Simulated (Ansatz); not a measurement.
# ClH4NSi: what the fields show

Input

```
crystal:
  periodic: [false, false, false]
  atoms:
    - { symbol: Si, position_ang: [0.0, 0.0, 0.0] }
    - { symbol: Cl, position_ang: [0.0, 0.0, 2.13] }
    - { symbol: "N", position_ang: [1.7163, 0.0, -0.6061] }
    - { symbol: H, position_ang: [2.2145, -0.918, -0.7868] }
    - { symbol: H, position_ang: [2.2175, 0.918, -0.7783] }
    - { symbol: H, position_ang: [-0.6877, 1.1914, -0.4862] }
    - { symbol: H, position_ang: [-0.6877, -1.1914, -0.4862] }
basis:
  gaussian: { orbitals: def2-SVP }
hamiltonian:
  xc: pbe
relax:
  f_tol: 0.02
  max_steps: 40
output:
  orbitals: {}
```

Command:

```sh
ansatz run input.yaml --threads 1 --pin off --max-ram 2048MiB --backend cpu --events-out ev --progress --plain --runs-dir out
```

The fields are those of the run's last geometry, not of the input's.

Level of theory: RKS PBE/def2-SVP (Ansatz).

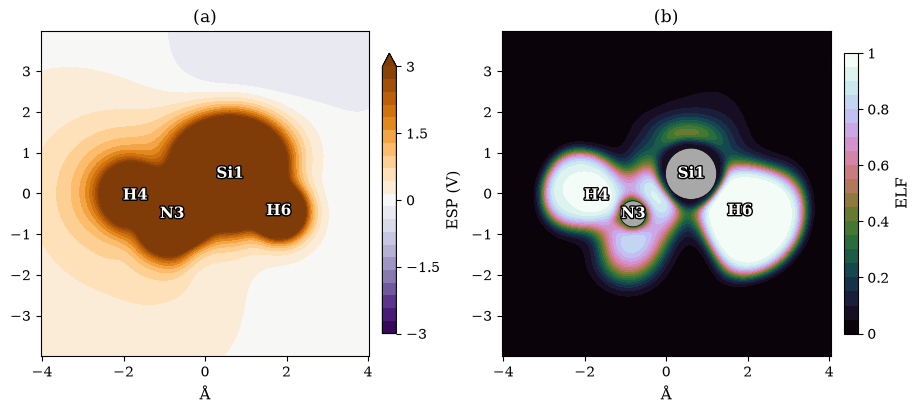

Figure 1. (a) electrostatic potential; (b) electron localisation function on the plane of atoms N3, Si1 and H6. Grey discs cover the atomic cores in the ELF map.

> Describe what can be read from this map.

- The section cuts through Si, N and H sites.
- Si–N (1.73 Å): the ELF peaks at about 0.90 between the atoms, as expected for a polar covalent bond.
- N–H (1.02 Å): the ELF climbs to about 1 towards the hydrogen, as it does in any bond to H (a covalent bond by its length).
- Si–H (1.50 Å): the ELF climbs to about 1 towards the hydrogen.
- Outside the dense part of the molecule the potential is most negative (−0.4 V) near Cl2, which lies off the plane.

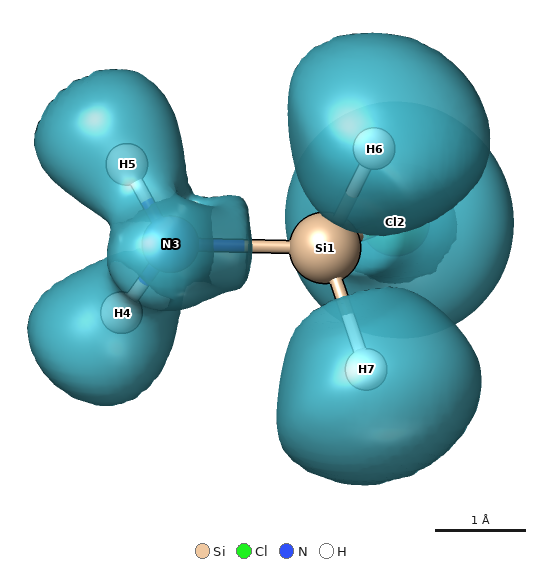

Figure 2. Isosurface of the ELF at 0.75 (cyan), seen across its widest extent. Only the valence region is drawn (cores and ρ < 0.01 e/Å³ removed).

> Where are the electrons localised?

The surface consists of two regions around hydrogen nuclei, one region on Cl in which the atom's valence shell and bonds are merged and one joined region spread over several atoms (H, N), in which their bonds and any lone pairs are merged. Along the contacts the grid gives the following. Si–Cl (2.10 Å): the ELF peaks at about 0.85 between the atoms; a shared but strongly polarised pair.

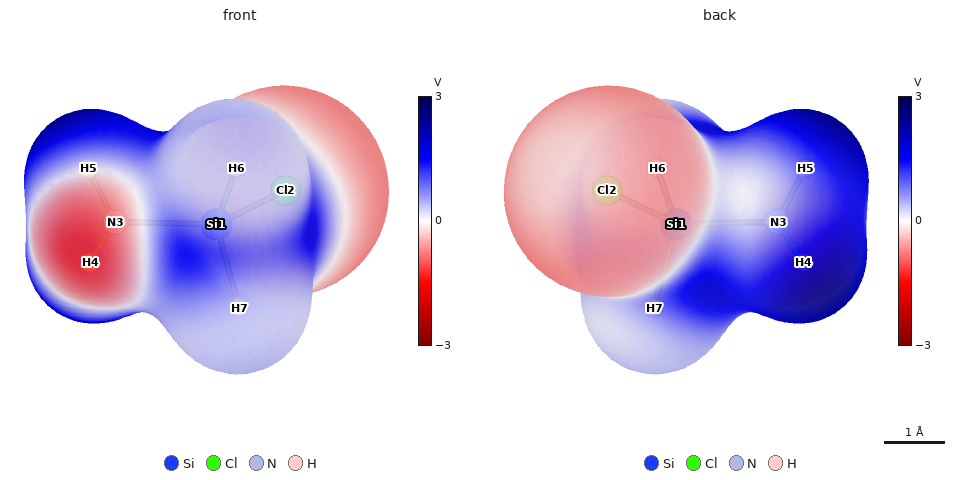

Figure 3. The molecular electrostatic potential painted on the density surface at 0.004 e/bohr³, seen from the front and from behind; the colour scale runs from red (negative) to blue (positive).

> Describe the electrostatic potential map.

The most negative region (about −1.2 V) lies over N3, the most positive (about +2.4 V) over H4 and H5. N3 is the likeliest acceptor of a hydrogen bond.

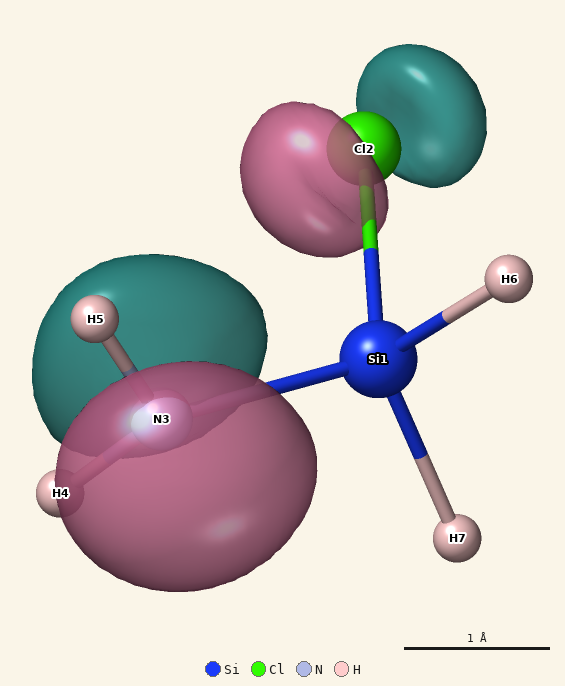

Figure 4. The HOMO at ±0.2 Å⁻³ᐟ² (teal and pink are the two phases), seen at a tilt.

> Describe this orbital and give its energy.

By Hirshfeld shares it lies mainly on N3 (about 65 %) and Cl2 (about 15 %). Its energy is −6.34 eV.
